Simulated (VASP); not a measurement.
Band structure of HfSi (relaxed from the WC structure, space group P-6m2). All values below come from r2SCAN meta-GGA, VASP's PBE PAW potentials (set 64) (plane waves; VASP).

Unless said otherwise, spin-orbit coupling is left out, though it shifts the bands of the heavy elements here.

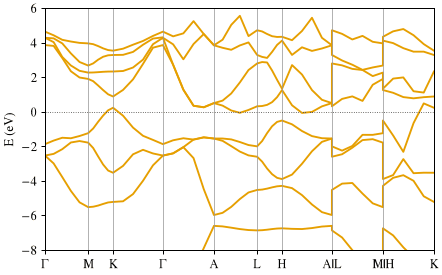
Fig. 1. Bands along high-symmetry lines, zero at the valence-band maximum or, without a gap, the Fermi level

Q: Read the plot: is there a gap, and where are the band edges?

A: It has no gap at this level: it comes out as a metal or semimetal.

The structure was generated: HfSi was put into the WC type (P-6m2), which need not be its known phase. It was relaxed first.
